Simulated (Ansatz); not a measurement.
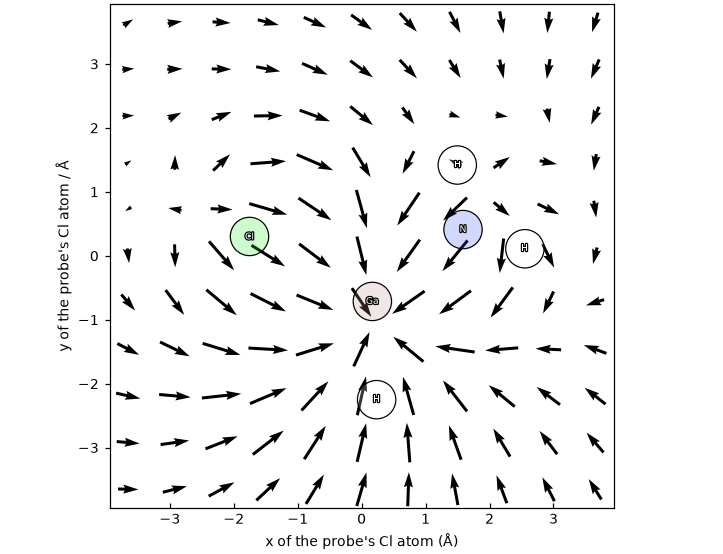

ClGaH₃N (SMILES [NH2][GaH][Cl]) with the probe Cl-. The probe is moved over a plane parallel to the molecule's main plane, 3.10 Å above it. The first coordinate is: x of the probe's Cl atom; the second: y of the probe's Cl atom. Nothing is relaxed (molecule and probe rigid). The grid has 11 × 11 points. Points are written as (first, second). Theory: Ansatz, RHF-MP2, frozen core/def2-SVPD.

Drawn: arrows along the force (downhill), their lengths compressed, labelled circles for the molecule's atoms, projected on the plane.

**The arrows alone are given. Where is the energy lowest?**

The arrows converge at about (0.18 Å, −1.02 Å) (read from the interpolated surface).

The energy map of the same scan:

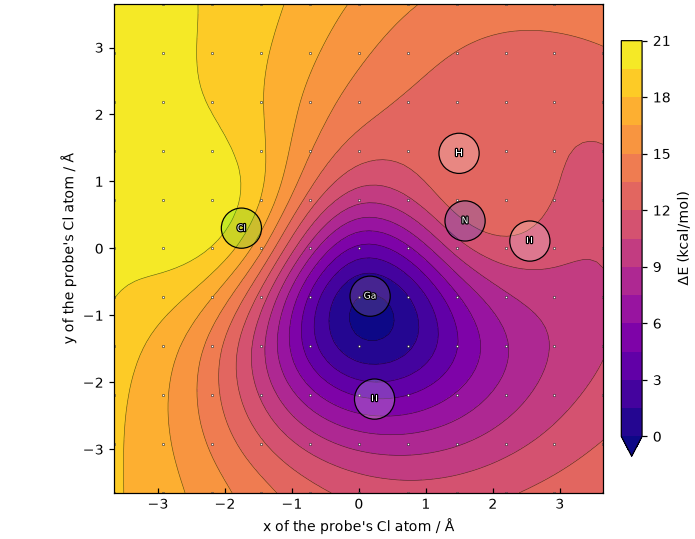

Energies are in kcal/mol, from the lowest grid point; between grid points the surface is interpolated.
